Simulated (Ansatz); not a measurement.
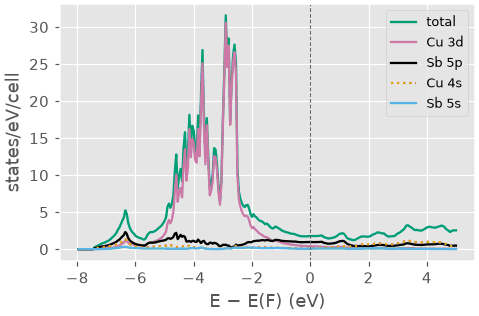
Figure. Total and projected density of states of Cu$_{2}$Sb in space group P4/nmm (No. 129; Cu on 2a, Cu on 2c, Sb on 2c), PBEsol (plane waves, PAW; program Ansatz)

Question: Which orbitals carry the states next to the Fermi level?

Answer: Within 0.5 eV of the Fermi level: Sb 5p 54 %, Cu 3d 23 %, Cu 4s 9 %, outside the projected shells 10 %. Projections are on Löwdin-orthogonalised atomic valence shells; empty p or d shells of many metals are not among them.

Question: Where is the tallest occupied peak in this window, and what makes it?

Answer: Near -2.9 eV, about 32 states/eV per cell; the largest projected share is Cu 3d.

The workflow started from a Materials Project entry (that database holds measured and hypothetical structures alike); the Crystallography Open Database files this formula in space group No. 129, but the cells were not matched. Whether it is the stable phase at ambient conditions was not checked. The cell was relaxed with PBEsol under the symmetry of its start; its stability against distortions is not shown here. No spin polarisation was allowed. Spin–orbit coupling is left out wherever it is not named.

Potentials: the later of the program's two PAW sets.
